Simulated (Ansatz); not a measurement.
# Sn, pressure series

The reference is Sn (space group I4/mmm, No. 139; a = 7.9989 Å, c = 4.6276 Å; a model cell).

Cell and atoms are relaxed at each pressure.

Calculations: PBEsol, PAW, 420 eV (Ansatz, a first-principles code; no SOC).

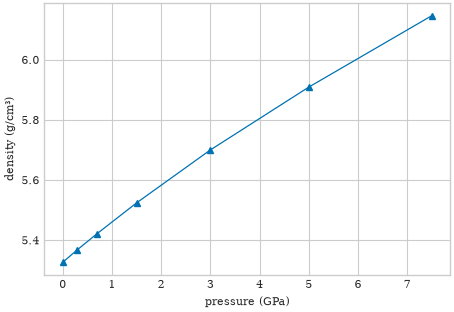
Figure. Density against pressure

Task: From the plot, what is the density for pressure 5 GPa?

Result: About 5.91 g/cm³.

Task: Is the trend monotonic over the range shown?

Result: Yes, it rises throughout, spanning 5.33 g/cm³ to 6.15 g/cm³.

Load acts through the strain it causes; cell and atoms are relaxed under it. Stability against distortions was not tested. Competing high-pressure phases were not computed. This is not the structure that Sn has at room temperature and ambient pressure.
